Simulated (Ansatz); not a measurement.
TiSiH4OCl3F: several calculations on one system

**1. Relaxation**

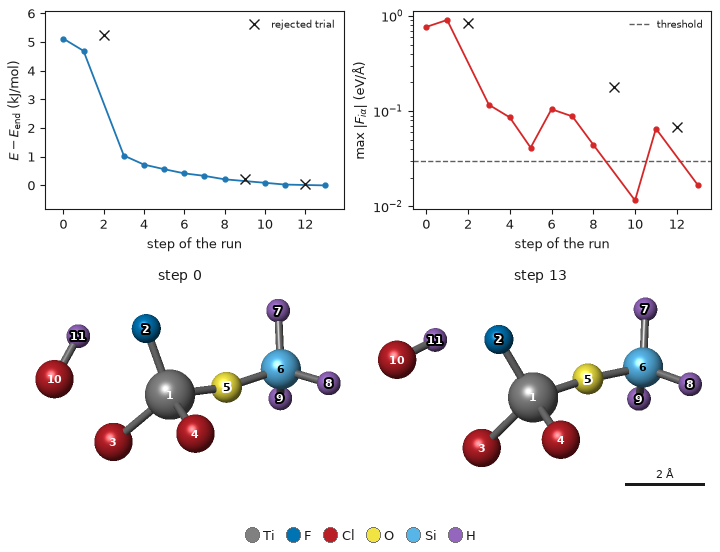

First and last geometry of a relaxation of TiSiH$_{4}$OCl$_{3}$F, with the history of the run. Style: ball-and-stick. Shown at a tilt.

The run prepares an end point of a later path (reaction) calculation, from a guessed geometry.

These are results of RKS PBE/def2-SVP in Ansatz, not measurements. Settings: no spin polarisation; force threshold 0.03 eV/Å; at most 50 steps.

> Did the run converge, and what did it change?

It converged. The atom that moves furthest after the best rigid fit is Cl10 (0.71 Å). Largest moves by element: Cl 0.71 Å, F 0.36 Å, H 0.22 Å, O 0.22 Å, Ti 0.11 Å, Si 0.09 Å. Among the contacts that change: Ti1–Cl10 3.571 → 4.258 Å, Cl10–H11 1.337 → 1.303 Å, Ti1–F2 1.803 → 1.769 Å. Among the angles between lasting bonds that change: Ti1–O5–Si6 170.2° → 174.3°, F2–Ti1–O5 105.7° → 108.4°, Cl3–Ti1–Cl4 112.9° → 110.7°. After 10 accepted moves (13 points after the start) the energy has fallen by 5.12 kJ/mol. Largest force component: 0.76 eV/Å at the start, 0.017 eV/Å at the end. The line search rejected the trial steps at points 2, 9, 12 of the run. The forces were under the threshold at step 10, but the run went on from there.

**2. Relaxation**

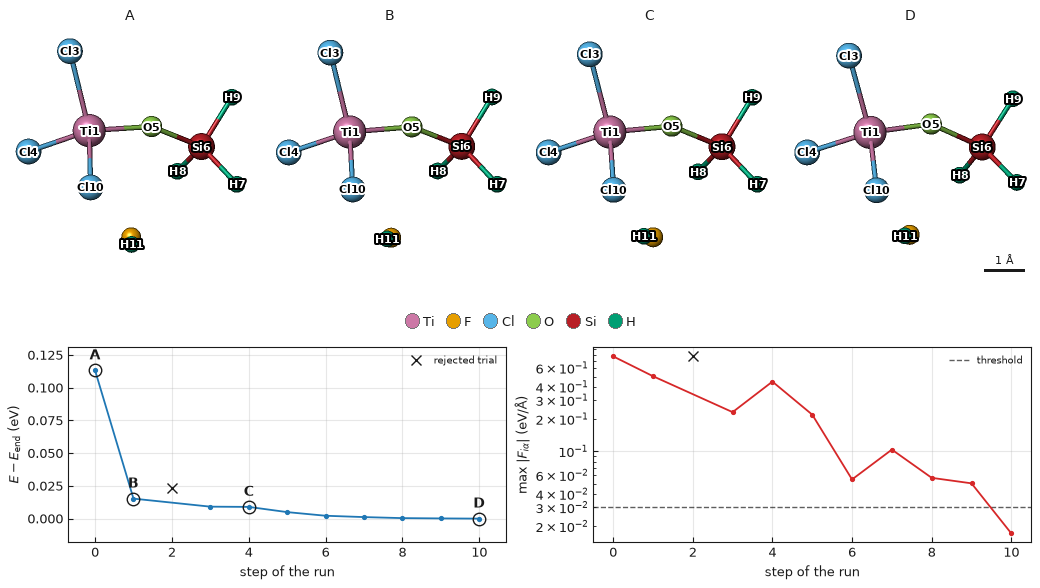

Frames of a relaxation of TiSiH4OCl3F, marked on the history of the run. A ball-and-stick model, seen at a tilt.

The run prepares an end point of a later path (reaction) calculation, from a guessed geometry.

Level of theory: RKS PBE/def2-SVP in Ansatz.

Input file:
```yaml
crystal:
  periodic: [false, false, false]
  atoms:
    - { symbol: Ti, position_ang: [0.416597, 0.259077, -0.488915] }
    - { symbol: F, position_ang: [-1.265101, 0.310473, 2.031512] }
    - { symbol: Cl, position_ang: [1.727608, -0.038681, -2.212699] }
    - { symbol: Cl, position_ang: [-1.179619, 1.61551, -1.115126] }
    - { symbol: O, position_ang: [-0.239652, -1.301628, -0.068291] }
    - { symbol: Si, position_ang: [-1.368694, -2.368076, 0.649099] }
    - { symbol: H, position_ang: [-0.934017, -2.645727, 2.054872] }
    - { symbol: H, position_ang: [-2.730752, -1.750904, 0.586166] }
    - { symbol: H, position_ang: [-1.325521, -3.630345, -0.159931] }
    - { symbol: Cl, position_ang: [1.741803, 1.116703, 1.232096] }
    - { symbol: H, position_ang: [-0.445751, 0.519398, 2.427117] }
basis:
  gaussian: { orbitals: def2-SVP }
hamiltonian:
  xc: pbe
relax:
  f_tol: 0.03
  max_steps: 50
```

Command:
```bash
ansatz run input.yaml --threads 4 --pin off --max-ram 5120MiB --backend cpu --events-out ev --progress --plain --runs-dir out
```

What happens along the run?

The energy falls by 0.113 eV in 9 accepted moves (10 points after the start). The largest force component goes from 0.77 to 0.017 eV/Å. The line search rejected the trial step at point 2 of the run. H11 moves most after the best rigid fit: 0.28 Å. Largest moves by element: H 0.28 Å, Cl 0.23 Å, O 0.09 Å, F 0.08 Å, Ti 0.06 Å, Si 0.02 Å. Near-neighbour distances that change, for instance: Ti1–H11 3.052 → 2.746 Å, Ti1–F2 3.030 → 2.899 Å, Ti1–Cl10 2.335 → 2.254 Å, F2–H11 0.934 → 0.952 Å. Bond angles that change, for instance: Ti1–O5–Si6 155.1° → 151.6°. The run took 27 s on 4 threads of Intel(R) Xeon(R) Platinum 8488C (Sapphire Rapids) (shared host), peak memory 0.28 GiB. From step 0 to 1: H11 moves most (0.19 Å), energy −0.098 eV. From step 1 to 4: H11 moves most (0.11 Å), energy −0.006 eV. From step 4 to 10: F2 moves most (0.12 Å), energy −0.009 eV.

| step | E − E(0), eV | largest force component, eV/Å | note |
| --- | --- | --- | --- |
| 0 | 0.0000 | 0.7711 |  |
| 1 | -0.0979 | 0.5035 |  |
| 2 | -0.0895 | 0.7827 | rejected |
| 3 | -0.1041 | 0.2325 |  |
| 4 | -0.1042 | 0.4480 |  |
| 5 | -0.1082 | 0.2203 |  |
| 6 | -0.1110 | 0.0548 |  |
| 7 | -0.1120 | 0.1040 |  |
| 8 | -0.1128 | 0.0567 |  |
| 9 | -0.1130 | 0.0504 |  |
| 10 | -0.1132 | 0.0172 |  |

Limits of the set-up: the start holds two separate molecules, 2.6 Å apart at their closest, whose relative position is a soft coordinate and is computed without a dispersion correction.

**3. Path**

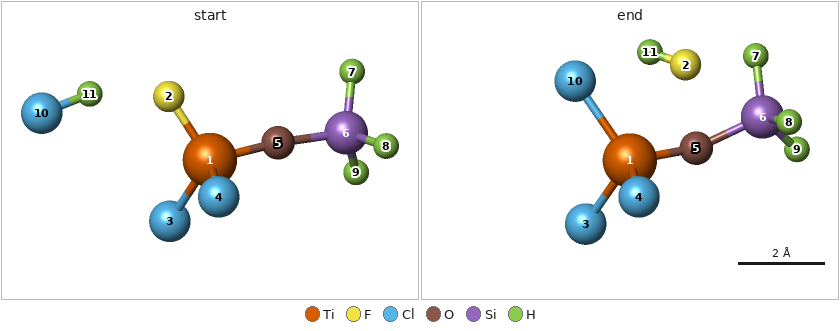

The two relaxed end points of a path for TiSiH₄OCl₃F. The picture is a ball-and-stick view, seen at a tilt.

Method: Ansatz, RKS PBE/def2-SVP.

Run with 5 movable images; climbing image; force threshold 0.05 eV/Å; iteration limit 60.

Start:
```xyz
11

Ti   -0.0825   -0.0911    0.0838
F     0.3851    0.4922    1.6875
Cl    1.7035   -0.5798   -1.0889
Cl   -1.2924    1.4207   -0.9426
O    -1.0437   -1.5418    0.2818
Si   -2.0088   -2.9434    0.3086
H    -2.1005   -3.4185    1.7281
H    -3.3653   -2.5851   -0.2215
H    -1.3541   -3.9783   -0.5575
Cl    2.1128    3.1923    1.6741
H     1.4429    2.1185    1.9824
```

End:
```xyz
11

Ti    0.4859    0.1708   -0.4242
F    -1.2786    0.4214    1.8621
Cl    2.0137   -0.1815   -1.9496
Cl   -0.9369    1.6149   -1.2502
O    -0.2761   -1.3669   -0.1009
Si   -1.4668   -2.3251    0.6727
H    -1.0388   -2.5578    2.0901
H    -2.7935   -1.6378    0.5834
H    -1.5008   -3.6262   -0.0744
Cl    1.5838    0.9229    1.3951
H    -0.3950    0.6511    2.1319
```

**Predict the minimum-energy path and its barrier.**

The highest point, image 3, lies 10.8 kcal/mol above the start and 6.6 kcal/mol above the end; the end is at +4.2 kcal/mol relative to the start. Breaking: Cl10–H11 (1.30 → 1.55 at the top → 2.13 Å), Ti1–F2 (1.77 → 2.02 at the top → 2.90 Å). Forming: F2–H11 (1.96 → 1.17 at the top → 0.95 Å), Ti1–Cl10 (4.26 → 2.57 at the top → 2.25 Å). The band converged in 18 iterations. The largest component of the band force went from 3.5 to 0.037 eV/Å. The climbing image converged on the top of the path. Its vibrational analysis gives one imaginary mode (243i cm⁻¹), as a transition state must have.

Energies of the converged images:

```csv
image,path (Å),E (kcal/mol)
0,0.00,0.0
1,1.04,0.4
2,2.08,2.4
3,3.12,10.8
4,4.04,8.2
5,4.96,4.9
6,5.88,4.2
```

The geometry at the top of the path:

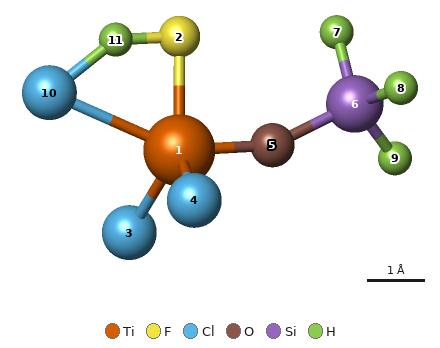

Cost: 3.5 min on 4 threads of Intel(R) Xeon(R) Platinum 8488C (Sapphire Rapids), with other jobs on the host, peak memory 0.3 GiB.
